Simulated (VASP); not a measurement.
# Rb (Rubidium): which input changes matter, part 3 of 3

Aim: change the input of a sound run on Rb (Rubidium) piece by piece and see what each change does. All runs use PBE. The start is a cell from a database of measured crystal structures.

VASP 6.6.1, plane waves and PAW; the level of theory is named at each step.

Still holding for the runs below: This run has no spin polarisation. Its electron count is odd, so without a moment it is a metal by construction. The k-mesh is coarse for a metal.

So far. Step 6 (Full relaxation (PBE), changed input): It ends with forces that vanish by symmetry and a pressure of 1.98 GPa. Step 8 (Total energy, forces and stress (PBE), changed input …): Energy and pressure equal those of the reference run, within 0.01 meV an atom and 0.01 GPa.

## 9. Relaxing cell and atoms (PBE)

Level of this step: PBE; plane waves and PAW (Rb_sv) (VASP).

Properties are meant for the cell that this level of theory prefers, so cell and atoms are relaxed first (ISIF = 3) until forces and stress are small; EDIFFG sets the threshold.

File INCAR:

```
SYSTEM = Rb
PREC = Accurate
ENCUT = 400
EDIFF = 1E-06
NELM = 100
ISMEAR = -1
SIGMA = 0.05
LREAL = .FALSE.
ALGO = Normal
GGA = PE
NBANDS = 10
LORBIT = 11
LWAVE = .FALSE.
LCHARG = .FALSE.
KPAR = 2
IBRION = 2
NSW = 60
ISIF = 3
EDIFFG = -0.01
```

File POSCAR:

```
Rb
1.0
   -2.8035000000      2.8035000000      2.8035000000
    2.8035000000     -2.8035000000      2.8035000000
    2.8035000000      2.8035000000     -2.8035000000
Rb
1
Direct
    0.0000000000      0.0000000000      0.0000000000
```

File KPOINTS:

```
Automatic mesh
0
Gamma
6 6 6
0 0 0
```

Potentials, in the order of the species: Rb_sv (PBE family, release 64).

Started as:

```bash
mpirun -np 2 vasp_std
```

What it wrote:

```text
[... set-up lines as in an earlier step ...]
 entering main loop
       N       E                     dE             d eps       ncg     rms          rms(c)
[... 10 cycles as in an earlier step ...]
   1 F= -.92639493E+00 E0= -.91850232E+00  d E =-.926395E+00
 curvature:   0.00 expect dE= 0.000E+00 dE for cont linesearch  0.000E+00
 trial: gam= 0.00000 g(F)=  0.101E-61 g(S)=  0.588E-03 ort = 0.000E+00 (trialstep = 0.100E+01)
 search vector abs. value=  0.588E-03
 bond charge predicted
       N       E                     dE             d eps       ncg     rms          rms(c)
DAV:   1    -0.931259021675E+00   -0.48637E-02   -0.10403E-01   334   0.198E+00    0.303E-01
DAV:   2    -0.928023603626E+00    0.32354E-02   -0.83262E-03   380   0.601E-01    0.158E-01
DAV:   3    -0.926885998004E+00    0.11376E-02   -0.60024E-03   458   0.400E-01    0.363E-02
DAV:   4    -0.926890587633E+00   -0.45896E-05   -0.11592E-04   360   0.845E-02    0.184E-02
DAV:   5    -0.926904701708E+00   -0.14114E-04   -0.22033E-05   598   0.468E-02    0.106E-02
DAV:   6    -0.926903663384E+00    0.10383E-05   -0.81757E-07   244   0.748E-03    0.189E-03
DAV:   7    -0.926904963396E+00   -0.13000E-05   -0.32026E-07   172   0.645E-03    0.187E-04
DAV:   8    -0.926904958196E+00    0.52003E-08   -0.15067E-08   172   0.928E-04
   2 F= -.92690496E+00 E0= -.91901467E+00  d E =-.510024E-03
 trial-energy change:   -0.000510  1 .order   -0.000514   -0.000588   -0.000440
 step:   3.9834(harm=  3.9834)  dis= 0.00000  next Energy=    -0.927566 (dE=-0.117E-02)
 bond charge predicted
       N       E                     dE             d eps       ncg     rms          rms(c)
DAV:   1    -0.965400687788E+00   -0.38496E-01   -0.90864E-01   328   0.584E+00    0.892E-01
DAV:   2    -0.937554620549E+00    0.27846E-01   -0.73002E-02   386   0.176E+00    0.470E-01
DAV:   3    -0.927389849020E+00    0.10165E-01   -0.53767E-02   456   0.120E+00    0.112E-01
DAV:   4    -0.927441058091E+00   -0.51209E-04   -0.11030E-03   344   0.262E-01    0.555E-02
DAV:   5    -0.927609855535E+00   -0.16880E-03   -0.19625E-04   600   0.143E-01    0.319E-02
DAV:   6    -0.927605054392E+00    0.48011E-05   -0.96538E-06   446   0.213E-02    0.535E-03
DAV:   7    -0.927610687025E+00   -0.56326E-05   -0.30985E-06   376   0.183E-02    0.541E-04
DAV:   8    -0.927610681139E+00    0.58859E-08   -0.88266E-08   172   0.153E-03
   3 F= -.92761068E+00 E0= -.91972523E+00  d E =-.121575E-02
 curvature:  -1.99 expect dE=-0.426E-05 dE for cont linesearch -0.426E-05
 trial: gam=-0.05668 g(F)=  0.264E-63 g(S)=  0.214E-05 ort = 0.355E-04 (trialstep = 0.160E+01)
 search vector abs. value=  0.788E-08
 reached required accuracy - stopping structural energy minimisation
```

It took 6 s on 2 MPI ranks of AMD EPYC 9R45, shared host; peak memory 0.29 GiB.

Parts of OUTCAR (step 9):

```text
   NELECT =       9.0000    total number of electrons

 E-fermi :   0.0157

 k-point     1 :       0.0000    0.0000    0.0000
  band No.  band energies     occupation
      1     -28.9022      2.00000
      2     -12.9451      2.00000
      3     -12.9451      2.00000
      4     -12.9451      2.00000
      5      -1.9631      2.00000
      6       3.6768      0.00000
      7       3.6768      0.00000
      8       3.6768      0.00000
      9       4.6075      0.00000
     10       4.6075      0.00000

  Total        0.0038441      0.0038441      0.0038441     -0.0000000      0.0000000      0.0000000
  in kB        0.0673725      0.0673725      0.0673725     -0.0000000      0.0000000      0.0000000
  external PRESSURE =       0.0673725 kB  Pullay stress =       0.0000000 kB

 POSITION                                       TOTAL-FORCE (eV/Angst)
 -----------------------------------------------------------------------------------
      0.00000      0.00000     -0.00000        -0.000000      0.000000      0.000000
 -----------------------------------------------------------------------------------
    total drift:                                0.000000      0.000000     -0.000000

  FREE ENERGIE OF THE ION-ELECTRON SYSTEM (eV)
  ---------------------------------------------------
  free  energy   TOTEN  =        -0.9276106811 eV

  energy  without entropy=       -0.9118397853  energy(sigma->0) =       -0.91972523

[... 8 parts as in an earlier step ...]

[... 10 further parts left out ...]
```

CONTCAR:

```
Rb
   1.00000000000000
    -2.8378330615958784    2.8378330615958784    2.8378330615958784
     2.8378330615958784   -2.8378330615958784    2.8378330615958784
     2.8378330615958784    2.8378330615958784   -2.8378330615958784
  Rb
     1
Direct
     0.0000000000000000    0.0000000000000000    0.0000000000000000
```

Step by step:

| step | energy less that of the first step (eV) | largest force (eV/Å) | pressure (GPa) | volume (Å³) |
| --- | --- | --- | --- | --- |
| 1 | 0.0000 | 0.0000 | 0.12 | 88.14 |
| 2 | -0.0005 | 0.0000 | 0.09 | 88.95 |
| 3 | -0.0012 | 0.0000 | 0.01 | 91.42 |

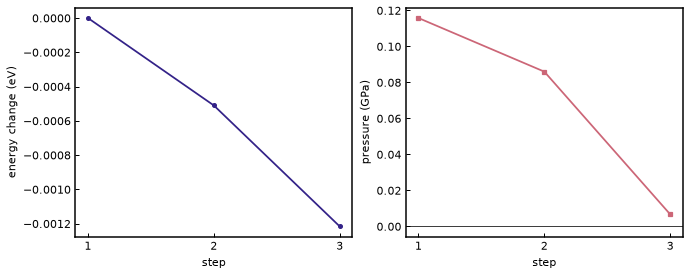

Energy and pressure along the relaxation.

| conventional cell, symmetrised | before | after | change |
| --- | --- | --- | --- |
| a (Å) | 5.607 | 5.676 | +1.2 % |
| b (Å) | 5.607 | 5.676 | +1.2 % |
| c (Å) | 5.607 | 5.676 | +1.2 % |
| volume (Å³/atom) | 88.14 | 91.42 | +3.7 % |

Final coordinates:

```xyz
1
Lattice="-2.8378 2.8378 2.8378 2.8378 -2.8378 2.8378 2.8378 2.8378 -2.8378" Properties=species:S:1:pos:R:3 pbc="T T T"
Rb    0.0000    0.0000    0.0000
```

Numbers from this step:

```yaml
bands: 10
free_energy_toten: -0.9276 eV
energy_at_zero_smearing: -0.9197 eV
fermi_energy: 0.0157 eV
pressure: 0.006737 GPa
scf_cycles_over_all_ionic_steps: 26
```

It ends with forces that vanish by symmetry and a pressure of 0.01 GPa.

## 10. The runs together

| changed | job | ended | energy (meV/atom) | pressure (GPa) | volume (%) |
| --- | --- | --- | --- | --- | --- |
| PREC = Normal, NELECT = 8.98 | single point | converged, with a warning or advice | - | - | - |
| ICHARG = 11 | single point | refused | - | - | - |
| KSPACING = 0.4 | single point | converged | +45.52 | +0.07 | - |
| PSTRESS = 20 | relaxation | converged | - | - | -30.5 |
| LDAU = True, LDAUTYPE = 2, LDAUL = 2 2 2 2 2, LDAUU = 4 | relaxation | converged | - | - | +1.0 |
| LMAXMIX = 6, NBANDS = 8 | single point | converged | -0.00 | -0.00 | - |

## 11. Summary of results

```yaml
prec_normal_nelect_8p98_single_point: converged, with a warning or advice
icharg_11_single_point: refused
kspacing_0p4_single_point: converged, +45.52 meV/atom
pstress_20_relaxation: converged, volume -30.5 %
ldau_true_ldautype_2_ldaul_2_2_2_2_2_ldauu_4_relaxation: converged, volume +1.0 %
lmaxmix_6_nbands_8_single_point: converged, -0.00 meV/atom
```

**Reading.** Changes that show themselves, by a stop, a warning or no convergence: PREC = Normal, NELECT = 8.98; ICHARG = 11 (where several settings stand together, the step names the one at fault, if it is known). Changes that converge quietly and move the result by over 10 meV an atom or 1 % in volume: KSPACING = 0.4. Changes that converge quietly but describe another system or model: LDAU = True, LDAUTYPE = 2, LDAUL = 2 2 2 2 2, LDAUU = 4. These are the ones to fear, since the run ends as usual. Changes that hold a target pressure, which moves the volume as a physical condition: PSTRESS = 20. Changes with no effect beyond 1 meV an atom and 0.1 GPa here: LMAXMIX = 6, NBANDS = 8. Differences of single points are from the reference run, and of volumes from the sound relaxation. The k-sampling is coarse for a metal, so the Fermi level, pressures and the shape of the cell carry errors.

[Lines on the potential files, build, host, timing and source positions are cut from VASP's logs without a mark.]

[Logs are printed without paths, hosts, clocks, repeated set-up lines and the standing remarks that a program may print on its own settings, such as how far it seeks lower states.]

[Hosts, paths, dates, database ids (printed as entryN), source tags and the programs' standing remarks are cut or masked in the printed files.]

[A measured line is paired with the nearest computed mode of its activity, which favours agreement.]
